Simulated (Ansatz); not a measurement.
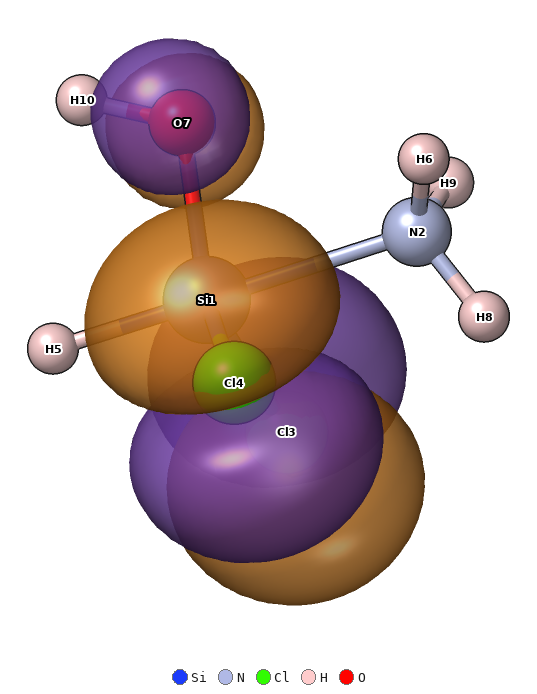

*Cl2H5NOSi. The HOMO−1 at ±0.08 Å⁻³ᐟ² (orange and purple are the two phases), seen across its widest extent.*

The product side of a reaction path; geometry: PBE0-D4/def2-TZVP; a saddle point, not a minimum.

Theory: RKS PBE0-D4/def2-TZVPP in Ansatz.

```csv
atom,x (Å),y (Å),z (Å)
Si,-0.7682,-0.1690,-0.0968
N,1.2600,-0.1406,0.1152
Cl,-0.3795,-1.0864,-1.9542
Cl,-0.7433,-1.4529,1.5745
H,-2.2505,-0.1791,-0.2508
H,1.4965,0.2654,1.0148
O,-0.5457,1.4672,0.0963
H,1.6436,-1.0774,0.0608
H,1.6655,0.4296,-0.6200
H,-1.3784,1.9433,0.0600
```

### Describe this orbital and give its energy.

Its weight (Hirshfeld) is mainly on Cl3 (about 45 %), Cl4 (about 45 %) and O7 (about 10 %); largely a combination of lone pairs on Cl3, Cl4 and O7. Its energy is −8.66 eV.
